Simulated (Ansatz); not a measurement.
# CH5Cl2HfNO: shape, modes and thermochemistry

What shape does CH5Cl2HfNO take? The plan is to relax it, check the end point by its vibrations and derive ideal-gas thermochemistry, and look at its orbitals and charge.

The runs use Ansatz 0.2.0, Gaussian basis; RKS PBE0-D4/def2-TZVP.

Levels to be run: relaxation at PBE0-D4/def2-TZVP; harmonic vibrations at the same level; a single point in def2-TZVPP for the fields.

### Step 1. Starting geometry

11 atoms, charge 0, spin multiplicity 1.

Atoms are counted from 1 here; the program's logs count them from 0.

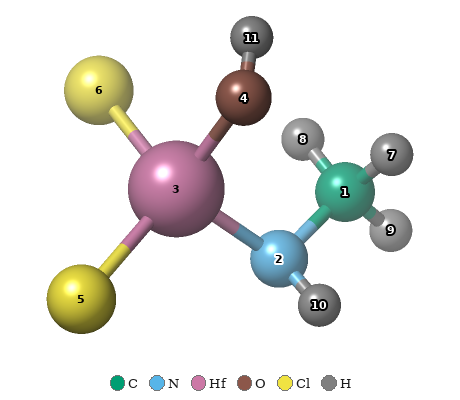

As it starts; carbon teal, nitrogen blue, hafnium pink, oxygen brown, chlorine yellow, hydrogen grey; atoms are numbered from 1 in the order of the file.

Geometry (Å):

```csv
atom,x (Å),y (Å),z (Å)
C1,0.3126,-0.3012,1.4440
N2,1.0027,0.4139,0.3658
Hf3,-0.1541,0.5805,-1.2362
O4,-0.7782,-1.1487,-1.4734
Cl5,1.0359,1.6560,-2.8455
Cl6,-2.1100,1.5992,-0.6456
H7,0.2197,-1.3799,1.2353
H8,-0.6872,0.1350,1.5733
H9,0.8562,-0.1823,2.3889
H10,1.9144,-0.0382,0.2201
H11,-1.6119,-1.3343,-1.0266
```

The start is a GFN2-xTB geometry. Hf takes the def2 core potential; no spin-orbit term is included.

### Step 2. Relaxation at PBE0-D4/def2-TZVP

in.yaml reads:

```yaml
crystal:
  periodic: [false, false, false]
  atoms:
    - {symbol: C, position_ang: [0.312580, -0.301200, 1.443960]}
    - {symbol: N, position_ang: [1.002740, 0.413930, 0.365770]}
    - {symbol: Hf, position_ang: [-0.154130, 0.580490, -1.236210]}
    - {symbol: O, position_ang: [-0.778150, -1.148700, -1.473420]}
    - {symbol: Cl, position_ang: [1.035900, 1.655990, -2.845480]}
    - {symbol: Cl, position_ang: [-2.110040, 1.599200, -0.645610]}
    - {symbol: H, position_ang: [0.219650, -1.379890, 1.235330]}
    - {symbol: H, position_ang: [-0.687220, 0.135000, 1.573280]}
    - {symbol: H, position_ang: [0.856170, -0.182330, 2.388910]}
    - {symbol: H, position_ang: [1.914370, -0.038200, 0.220110]}
    - {symbol: H, position_ang: [-1.611860, -1.334290, -1.026630]}
basis:
  gaussian: {orbitals: def2-TZVP}
hamiltonian: {xc: pbe0, dispersion: d4}
relax: {f_tol: 0.005, max_steps: 150}
```

Command:

```console
ansatz run in.yaml --threads 2 --pin off --events-out ev --progress --plain --max-ram 32768MiB --backend cuda --devices 0, --max-vram 18GiB
```

Output, cut to the lines that bear on the results:

```text
Functional definition: PBE0
  name "PBE0"
  cite "Adamo & Barone, J. Chem. Phys. 110, 6158 (1999) doi:10.1063/1.478522"
  cite "Perdew, Burke & Ernzerhof, Phys. Rev. Lett. 77, 3865 (1996) doi:10.1103/PhysRevLett.77.3865"
  parent pbe
[...]
1635 factors; their error is unknown
[...]
mean field -31003.13843697 eV, -1139.3443228766 hartree, gradient 6.5e-5 eV, S^2 0.000000; 0 other end points of the search recorded, 0 dependent functions left out
[...]
reference -31003.13847120 eV, -1139.3443241346 hartree; 36, 36 occupied and 201, 201 virtual orbitals, 1635 factors
relax step   1: F+E_penalty+E_count = -31003.39542794 eV  Δ(F+E_penalty+E_count) = +0.000e0 eV  max|allowed force component| = 2.496e0 eV/Å  Δτ_max = 0.0000 Å  (30 SCF iters, accepted)
[...]
relax step   8: F+E_penalty+E_count = -31004.17303549 eV  Δ(F+E_penalty+E_count) = -3.746e-3 eV  max|allowed force component| = 7.477e-2 eV/Å  Δτ_max = 0.0489 Å  (32 SCF iters, accepted)
[...]
relax step  15: F+E_penalty+E_count = -31004.18945792 eV  Δ(F+E_penalty+E_count) = -2.883e-3 eV  max|allowed force component| = 2.478e-1 eV/Å  Δτ_max = 0.1097 Å  (38 SCF iters, accepted)
[...]
relax step  22: F+E_penalty+E_count = -31004.22339661 eV  Δ(F+E_penalty+E_count) = -4.091e-3 eV  max|allowed force component| = 2.009e-1 eV/Å  Δτ_max = 0.0180 Å  (33 SCF iters, accepted)
[...]
relax step  31: F+E_penalty+E_count = -31004.22909536 eV  Δ(F+E_penalty+E_count) = -4.963e-6 eV  max|allowed force component| = 3.081e-3 eV/Å  Δτ_max = 0.0030 Å  (35 SCF iters, accepted)
1635 factors; their error is unknown
[...]
mean field -31003.99553081 eV, -1139.3758204944 hartree, gradient 6.5e-6 eV, S^2 0.000000; 1 other end points of the search recorded, 0 dependent functions left out
[...]
reference -31003.99556764 eV, -1139.3758218477 hartree; 36, 36 occupied and 201, 201 virtual orbitals, 1635 factors
Total energy: -31004.22913218 eV, -1139.3844051864 hartree
Atom 0 at     0.591768    -0.621146     1.535745 Å, force    -0.000107    -0.001998     0.002209 eV/Å
Atom 1 at     0.645153     0.416976     0.524823 Å, force     0.002087     0.003081    -0.000616 eV/Å
Atom 2 at    -0.341385     0.657813    -1.201109 Å, force    -0.001879    -0.000961     0.001616 eV/Å
Atom 3 at    -1.491491    -0.850385    -1.331565 Å, force     0.002308     0.003040    -0.000567 eV/Å
Atom 4 at     1.233963     0.760261    -2.961933 Å, force    -0.000146     0.000021    -0.000429 eV/Å
Atom 5 at    -1.525126     2.703313    -1.113636 Å, force     0.000484    -0.000412    -0.000467 eV/Å
Atom 6 at     1.558412    -1.122257     1.657911 Å, force    -0.001071     0.000694    -0.000131 eV/Å
Atom 7 at    -0.138138    -1.379941     1.247572 Å, force     0.000900     0.000977     0.000027 eV/Å
Atom 8 at     0.289102    -0.225503     2.511585 Å, force     0.000046    -0.000607    -0.001021 eV/Å
Atom 9 at     1.318376     1.133670     0.776179 Å, force    -0.001359    -0.002031    -0.000495 eV/Å
Atom 10 at    -2.140624    -1.472801    -1.645563 Å, force    -0.001265    -0.001804    -0.000124 eV/Å
Dipole moment:    -0.107477    -0.549864     0.417369 e Å
```

Run time: 2 min. Hardware: 1 × H100 (card shared with other runs) with 2 threads of AMD EPYC 7R13, shared host.

Along the way: (the energy doesn't fall at every step)

```csv
step,energy from step 1 (eV),largest force component (eV/Å)
1,0.0000,2.4962
2,-0.4386,0.5457
3,-0.5561,0.8083
4,-0.6422,0.6830
5,-0.6962,0.7606
6,-0.7558,0.1667
7,-0.7739,0.1111
8,-0.7776,0.0748
9,-0.7690,0.6542
10,-0.7830,0.0547
11,-0.7855,0.2361
12,-0.7736,0.7787
13,-0.7883,0.1309
14,-0.7911,0.1455
15,-0.7940,0.2478
16,-0.7975,0.2506
17,-0.8025,0.2680
18,-0.8063,0.2948
19,-0.8119,0.2419
20,-0.8191,0.1448
21,-0.8239,0.3175
22,-0.8280,0.2009
23,-0.8254,0.6599
24,-0.8315,0.0517
25,-0.8332,0.0369
26,-0.8334,0.0517
27,-0.8336,0.0085
28,-0.8336,0.0028
29,-0.8337,0.0057
30,-0.8337,0.0058
31,-0.8337,0.0031
```

The force was under the threshold of 0.005 eV/Å already at step 28, but the program went on to step 31.

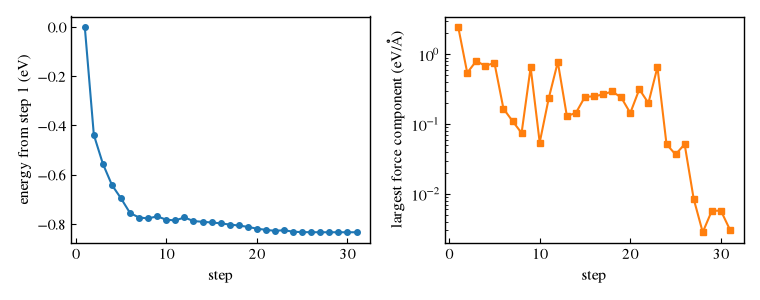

Energy and force, step by step.

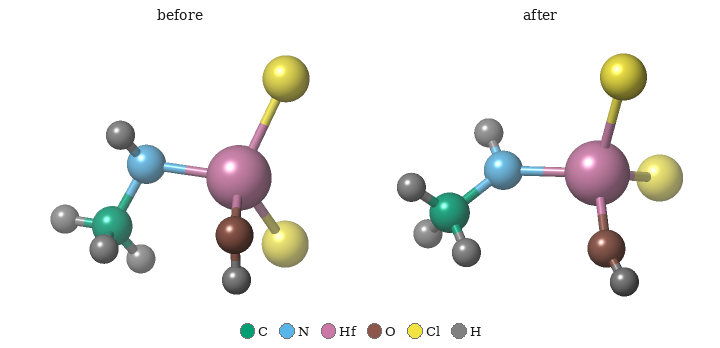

The geometry before (left) and after (right).

Distances of close pairs at the start and the end, largest changes first:

```csv
bond,before (Å),after (Å),change (Å)
Hf3–H11,2.416,2.824,+0.408
C1–Hf3,2.860,3.162,+0.302
Hf3–Cl5,2.272,2.365,+0.093
Hf3–Cl6,2.283,2.365,+0.082
Hf3–O4,1.854,1.901,+0.048
Hf3–H10,2.604,2.625,+0.021
N2–Hf3,1.983,2.003,+0.019
C1–N2,1.466,1.450,-0.016
```

Mulliken charges of the relaxed molecule (report file):

```csv
atom,value (e)
C1,-0.26
N2,-0.54
Hf3,1.30
O4,-0.66
Cl5,-0.39
Cl6,-0.39
H7,0.13
H8,0.13
H9,0.13
H10,0.23
H11,0.33
```

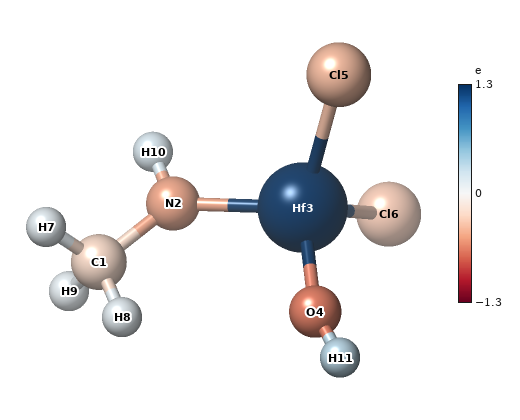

Mulliken charges of the relaxed molecule (report file), as colours on the atoms.

### Step 3. Vibrations by finite differences

in.yaml reads:

```yaml
crystal:
  periodic: [false, false, false]
  atoms:
    - {symbol: C, position_ang: [0.591768, -0.621146, 1.535745]}
    - {symbol: N, position_ang: [0.645153, 0.416976, 0.524823]}
    - {symbol: Hf, position_ang: [-0.341385, 0.657813, -1.201109]}
    - {symbol: O, position_ang: [-1.491491, -0.850385, -1.331565]}
    - {symbol: Cl, position_ang: [1.233963, 0.760261, -2.961933]}
    - {symbol: Cl, position_ang: [-1.525126, 2.703313, -1.113636]}
    - {symbol: H, position_ang: [1.558412, -1.122257, 1.657911]}
    - {symbol: H, position_ang: [-0.138138, -1.379941, 1.247572]}
    - {symbol: H, position_ang: [0.289102, -0.225503, 2.511585]}
    - {symbol: H, position_ang: [1.318376, 1.133670, 0.776179]}
    - {symbol: H, position_ang: [-2.140624, -1.472801, -1.645563]}
basis:
  gaussian: {orbitals: def2-TZVP}
hamiltonian: {xc: pbe0, dispersion: d4}
phonons: {temperatures: {t_min: 298.15, t_max: 900, t_step: 200}}
```

Same command.

Output, cut to the lines that bear on the results:

```text
Functional definition: PBE0
  name "PBE0"
  cite "Adamo & Barone, J. Chem. Phys. 110, 6158 (1999) doi:10.1063/1.478522"
  cite "Perdew, Burke & Ernzerhof, Phys. Rev. Lett. 77, 3865 (1996) doi:10.1103/PhysRevLett.77.3865"
  parent pbe
[...]
1635 factors; their error is unknown
[...]
mean field -31003.99554219 eV, -1139.3758209126 hartree, gradient 2.9e-5 eV, S^2 0.000000; 0 other end points of the search recorded, 0 dependent functions left out
[...]
reference -31003.99557891 eV, -1139.3758222619 hartree; 36, 36 occupied and 201, 201 virtual orbitals, 1635 factors
[...]
1635 factors; their error is unknown
mean field -31003.99537982 eV, -1139.3758149457 hartree, gradient 2.3e-6 eV, S^2 0.000000; 0 other end points of the search recorded, 0 dependent functions left out
[...]
reference -31003.99541654 eV, -1139.3758162949 hartree; 36, 36 occupied and 201, 201 virtual orbitals, 1635 factors
[...]
Atom 4 at     1.233963     0.760261    -2.961933 Å, force     0.000189     0.000030    -0.000553 eV/Å
Atom 5 at    -1.525126     2.703313    -1.113636 Å, force     0.000434    -0.000186    -0.000255 eV/Å
Atom 6 at     1.558412    -1.122257     1.657911 Å, force    -0.001065     0.000688    -0.000134 eV/Å
Atom 7 at    -0.138138    -1.379941     1.247572 Å, force     0.000929     0.001012     0.000003 eV/Å
Atom 8 at     0.289102    -0.225503     2.511585 Å, force     0.000040    -0.000595    -0.001017 eV/Å
Atom 9 at     1.318376     1.133670     0.776179 Å, force    -0.001363    -0.002037    -0.000487 eV/Å
Atom 10 at    -2.140624    -1.472801    -1.645563 Å, force    -0.001243    -0.001774    -0.000103 eV/Å
Dipole moment:    -0.107473    -0.549868     0.417368 e Å
Vibrations: 44.70 89.34 97.20 108.88 132.69 147.55 183.69 226.01 229.65 312.38 364.82 369.16 505.24 554.97 713.06 1056.32 1131.01 1135.06 1377.55 1454.00 1486.69 1507.45 3018.42 3071.04 3120.62 3534.53 4003.33 cm⁻¹, zero-point energy 1.858236 eV
```

It took 2.5 min on 1 × H100 (card shared with other runs) with 2 threads of AMD EPYC 7R13, shared host.

Motions are named by where the mode's potential energy lies. The modes, unscaled (a negative number is an imaginary wavenumber):

```csv
mode,cm⁻¹,motion
1,45,torsion
2,89,bend with torsion
3,97,bend with torsion
4,109,bend with torsion
5,133,bend
6,148,torsion
7,184,torsion
8,226,bend
9,230,torsion
10,312,bend
11,365,Hf–Cl stretch
12,369,Hf–Cl stretch
13,505,torsion
14,555,Hf–N stretch
15,713,Hf–O stretch
16,1056,bend
17,1131,bend
18,1135,C–N stretch
19,1378,bend
20,1454,bend
21,1487,bend
22,1507,bend
23,3018,C–H stretch
24,3071,C–H stretch
25,3121,C–H stretch
26,3535,N–H stretch
27,4003,O–H stretch
```

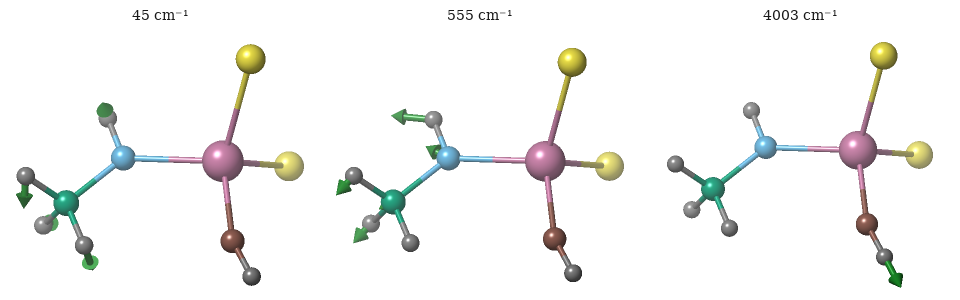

How the atoms move in 3 of the modes.

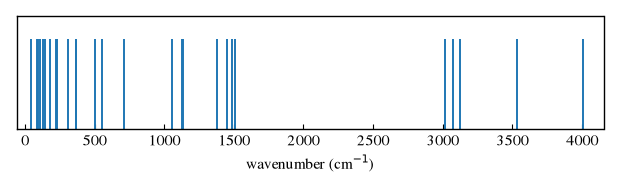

The harmonic wavenumbers as sticks (no intensities were computed).

From these modes and the moments of inertia (298.15 K, 1 bar, symmetry number 1):

```csv
term,value
zero-point energy,179.3 kJ/mol
H(298) − E,209.4 kJ/mol
"entropy, translation",179.8 J/(mol K)
"entropy, rotation",124.6 J/(mol K)
"entropy, vibration",135.8 J/(mol K)
"entropy, total",440.2 J/(mol K)
```

### Step 4. Orbitals, density and potential

Changes to in.yaml since step 3:

```diff
@@ -15,4 +15,4 @@
 basis:
-  gaussian: {orbitals: def2-TZVP}
+  gaussian: {orbitals: def2-TZVPP}
 hamiltonian: {xc: pbe0, dispersion: d4}
-phonons: {temperatures: {t_min: 298.15, t_max: 900, t_step: 200}}
+output: {orbitals: {seedname: orbitals}}
```

Same command.

Output:

```text
Functional definition: PBE0
  name "PBE0"
  cite "Adamo & Barone, J. Chem. Phys. 110, 6158 (1999) doi:10.1063/1.478522"
  cite "Perdew, Burke & Ernzerhof, Phys. Rev. Lett. 77, 3865 (1996) doi:10.1103/PhysRevLett.77.3865"
  parent pbe
  parameter a = 0.25
  parameter kappa = 0.804
  parameter beta = 0.06672455060314922
  exchange = (1 - a)*pbe_x(kappa = kappa, mu = beta*pi^2/3) + a*exact_x
  correlation = pbe_c(beta = beta)
1835 factors; their error is unknown
mean field evaluation 1: about -30990.3782 eV, gradient 8.6e1 eV
mean field evaluation 2: about -30933.6965 eV, gradient 1.8e2 eV
mean field evaluation 4: about -31003.9074 eV, gradient 9.2e0 eV
mean field evaluation 8: about -31004.1105 eV, gradient 3.2e-1 eV
mean field evaluation 16: about -31004.1885 eV, gradient 8.1e-5 eV
mean field -31004.18853877 eV, -1139.3829134060 hartree, gradient 2.9e-5 eV, S^2 0.000000; 0 other end points of the search recorded, 0 dependent functions left out
reference -31004.18857568 eV, -1139.3829147626 hartree; 36, 36 occupied and 267, 267 virtual orbitals, 1835 factors
Total energy: -31004.42214023 eV, -1139.3914981011 hartree
```

It took 6.5 s on 1 × H100 (card shared with other runs) with 2 threads of AMD EPYC 7R13, shared host.

Orbitals, density, ELF and potential are computed afterwards from the orbital file.

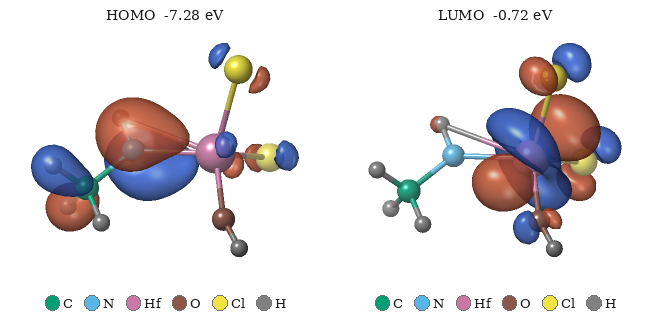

PBE0-D4/def2-TZVPP orbitals near the gap, drawn at the value that encloses 70 % of each; the two colours are the two signs.

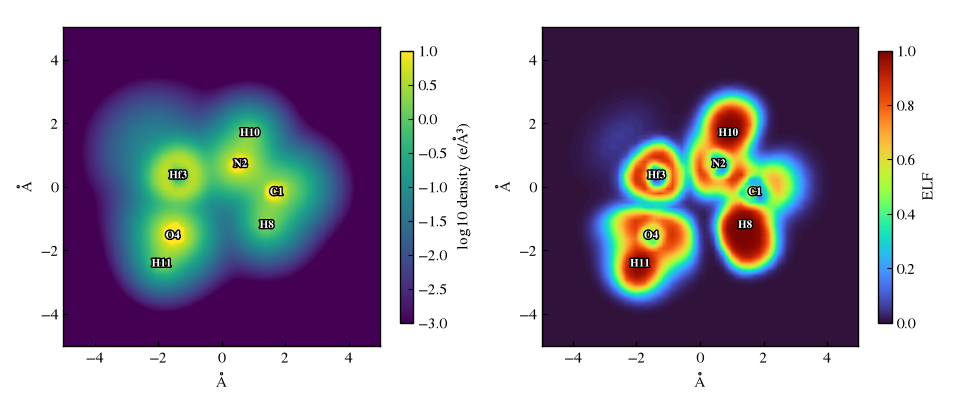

Density (left) and ELF (right) in a plane through or near 7 of the atoms.

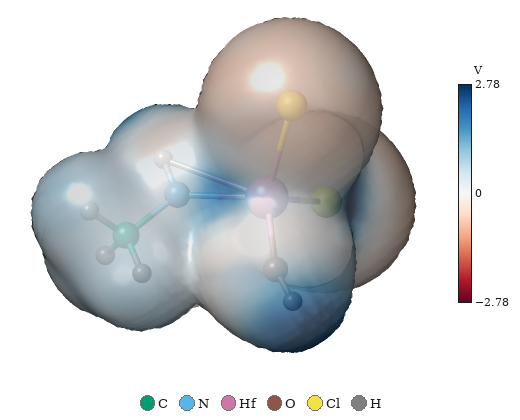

Electrostatic potential on the surface of density 0.002 e/bohr³; red is low, blue high. It runs, from the 1st to the 99th percentile, from -0.67 V near Cl5 to 2.78 V near H11.

### Step 5. Results

```
                  quantity            value
               point group               Cs
                     steps               31
shift from the start (rms)          1.017 Å
              total energy   -31004.2291 eV
           dispersion term         -234 meV
             dipole moment           3.36 D
lowest, highest wavenumber    45, 4003 cm⁻¹
         zero-point energy     179.3 kJ/mol
       entropy at 298.15 K  440.2 J/(mol K)
                HOMO, LUMO  -7.28, -0.72 eV
```

The atoms moved 1.02 Å (rms) from the start; the bond that changed most is Hf3–Cl5, from 2.272 to 2.365 Å. No mode is imaginary: a true minimum at this level. The stiffest mode, 4003 cm⁻¹, is an O–H stretch, and 7 modes under 200 cm⁻¹ make the vibrational entropy uncertain. Harmonic hybrid wavenumbers usually lie a few per cent above measured fundamentals. The largest Mulliken charge, +1.30 e, sits on Hf3. The HOMO lies mostly on N2 59 %; H7, H9, H10 about 7 % each and the LUMO on Hf3 64 %; Cl5, Cl6 about 11 % each.
